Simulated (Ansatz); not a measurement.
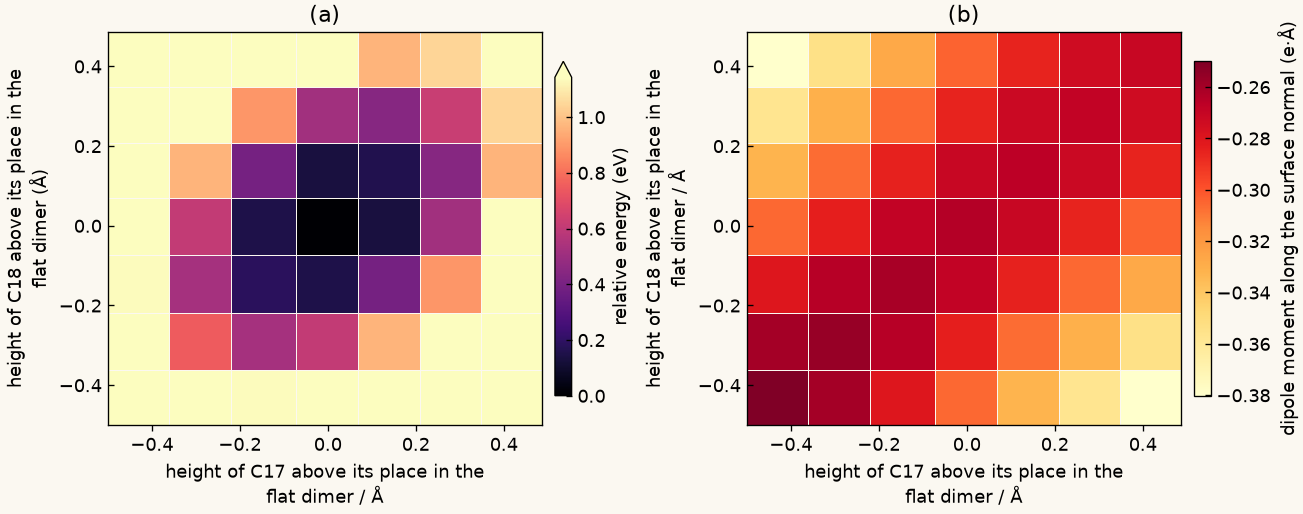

A C(100) slab cut from the Fd-3m phase, its lower face capped with 4 H atoms (22 atoms in the cell). Two atoms of the surface dimers are held at set heights. First axis: height of C17 above its place in the flat dimer. Second axis: height of C18 above its place in the flat dimer. Relaxed at each point: all atoms of the upper layers, but for the two heights. The grid has 7 × 7 points; 28 points were computed and 21 follow by symmetry. Points are written as (first, second). Energies are in eV, from the lowest grid point. All numbers below come from Ansatz 0.2.0, DFT LDA, scalar-relativistic, plane waves, PAW. Settings: cutoff 420 eV, k-mesh 10×5×1, gaussian smearing 0.05 eV, no spin polarisation.

Panel (a) is the energy and panel (b) the computed dipole moment along the surface normal on the same grid.

The picture shows one coloured cell a grid point, one colour for all values above the top of the scale.

> How does the dipole moment along the surface normal vary over the map, and what is it at the lowest grid point?

It runs from −0.38 e·Å at (−0.431 Å, 0.417 Å) to −0.25 e·Å at (−0.431 Å, −0.431 Å). At the lowest grid point, (0.000 Å, 0.000 Å), it is −0.26 e·Å.
